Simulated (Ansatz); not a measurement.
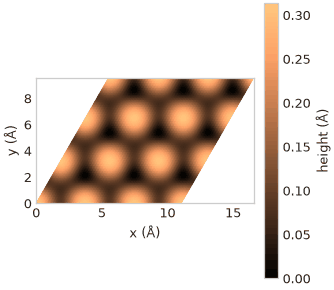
Fig. 1. Simulated constant-current image at -1.7 V from a Fermi level inside the gap (filled states down to 1.0 eV under the valence edge)

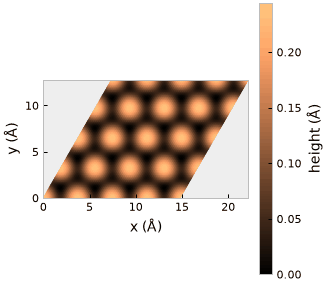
Figure: Simulated constant-current image at +1.7 V from a Fermi level inside the gap (empty states up to 1.0 eV over the conduction edge)

Level of theory: PBE, Tersoff-Hamann images (plane waves, PAW; Ansatz, a program for electronic structure).

Mesh 18×18×1, no spin-orbit coupling, no spin polarisation; biases count from the run's Fermi level. The set point is the mean density 3.5 Å over the top atom.

The sample is: single layer of PtSe$_{2}$ (symmetry P-3m1 as a slab, 3 atoms a cell). Atoms are numbered in the order of this list of the upper atoms (x, y, depth in Å): Se1 (0.0, 0.0, 0.0); Pt2 (3.7, 2.2, 1.3).

### Question
Which sites are bright, and how large is the corrugation?

### Answer
At -1.7 V the maximum lies over Se1 and the sites alike, corrugation about 0.31 Å. At +1.7 V the maximum lies over Se1 and the sites alike, corrugation about 0.24 Å.
